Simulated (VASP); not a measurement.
Band structure of LaTl (space group Pm-3m). These are r2SCAN+rVV10, VASP's PBE PAW potentials (set 64) (plane waves; VASP 6.6.1) values and carry that method's errors.

Unless said otherwise, spin-orbit coupling is left out, though it shifts the bands of the heavy elements here.

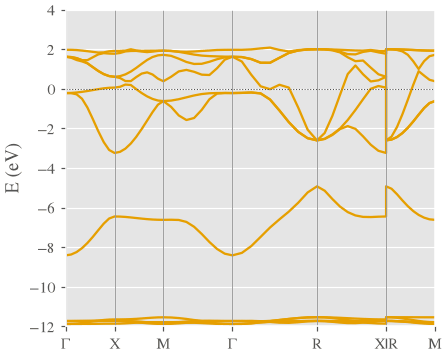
Fig. 1. Bands along high-symmetry lines, zero at the valence-band maximum or, without a gap, the Fermi level

**Question.** Read the plot: is there a gap, and where are the band edges?

**Answer.** It has no gap at this level: it comes out as a metal or semimetal.

The structure comes from a measured LaTl entry (Pm-3m) of the Crystallography Open Database, whose conditions weren't checked. It was relaxed first.
